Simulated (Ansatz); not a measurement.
## BN, response to strain

Start from BN in the zinc blende structure (space group F-43m, No. 216; a = 3.625 Å).

Strains are applied to the cell and any free atomic positions relax.

The values are results of plane-wave PAW DFT at the PBE level (Ansatz, a quantum-chemistry and plane-wave program, 420 eV), without spin-orbit coupling, not measurements.

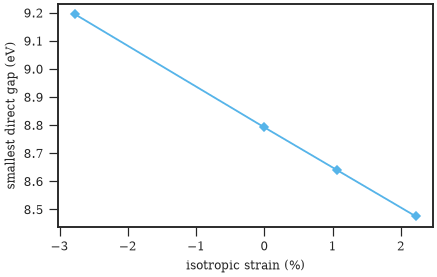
*Smallest direct gap against isotropic strain*

```tsv
isotropic strain (%)	smallest direct gap
-2.77	9.19 eV
1.06	8.64 eV
2.22	8.48 eV
```

Whether these cells are dynamically stable was not tested.
